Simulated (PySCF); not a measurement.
C$_{3}$H$_{9}$BrGeSi

```xyz
15

Br    1.4718    0.0993    2.0124
C     1.7811   -0.3132    0.1269
C     0.4899   -0.3112   -0.6532
C    -0.1682    1.0926   -0.6746
Si   -1.6443    0.9114    0.5412
Ge   -0.9921   -1.3509    0.2664
H     2.4930    0.4373   -0.2246
H     2.2537   -1.2956    0.1161
H     0.7550   -0.6297   -1.6671
H     0.5459    1.8809   -0.4310
H    -0.5359    1.3139   -1.6780
H    -1.4695    1.5125    1.8590
H    -2.9326    1.2829   -0.0487
H    -0.4070   -2.3827    1.2171
H    -1.6454   -2.2396   -0.7836
```

Geometry: GFN2-xTB.

Theory: B3LYP/def2-SVPD, SCF density, gas phase (PySCF).

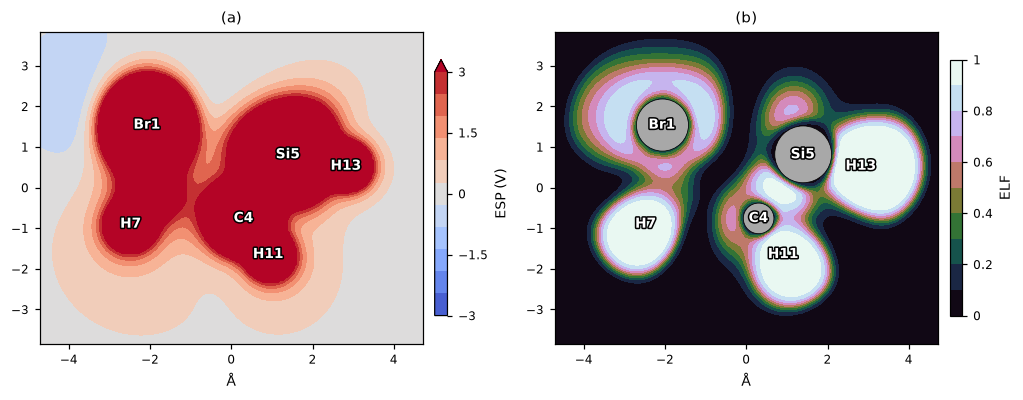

Figure 1. (a) molecular electrostatic potential; (b) electron localisation function on the plane of atoms C4, Si5 and H13. Grey discs cover the atomic cores in the ELF map.

What do the fields say about this system?

Atoms in the plane: Br, C, Si and H. C–Si (1.92 Å): the ELF peaks at about 0.95 between the atoms (a covalent bond). C–H (1.09 Å): the ELF climbs to about 1 towards the hydrogen, as it does in any bond to H; a covalent bond by its length. The ELF also peaks beside Br1, away from the bonds: lone-pair regions. Outside the dense part of the molecule the potential is most negative (−0.6 V) near Br1.

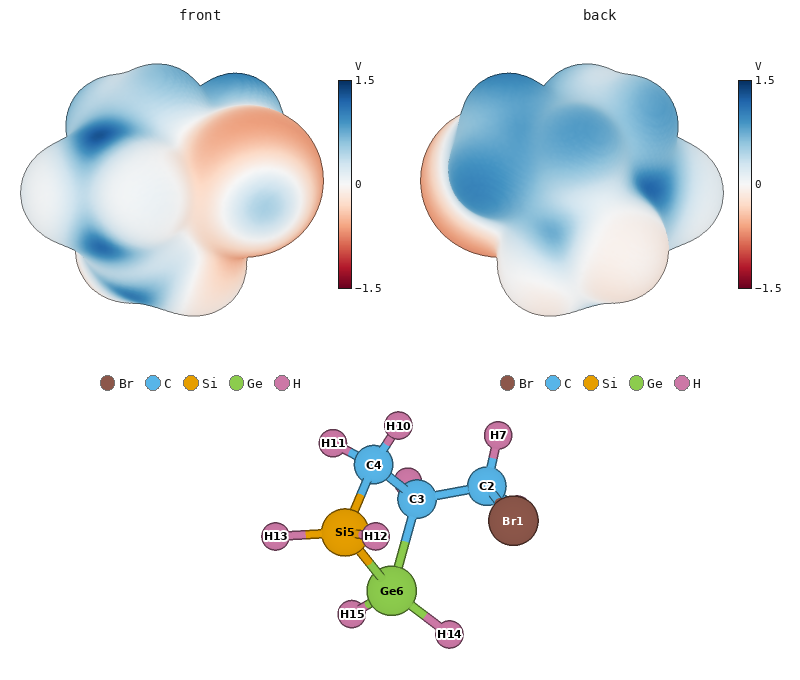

Figure 2. The electrostatic potential painted on the density surface at 0.002 e/bohr³, seen from the front and from behind; the colour scale runs from red (negative) to blue (positive). The bare structure is drawn below in the same view.

Describe the electrostatic potential map.

The most negative region (about −0.6 V) lies over Br1, the most positive (about +1.2 V) over Si5 and Ge6. Br1 shows a σ-hole: about +0.5 V at the tip opposite its bond, against about −0.5 V on its flanks.

How polar is the molecule by this calculation?

Its dipole moment is 1.69 D.
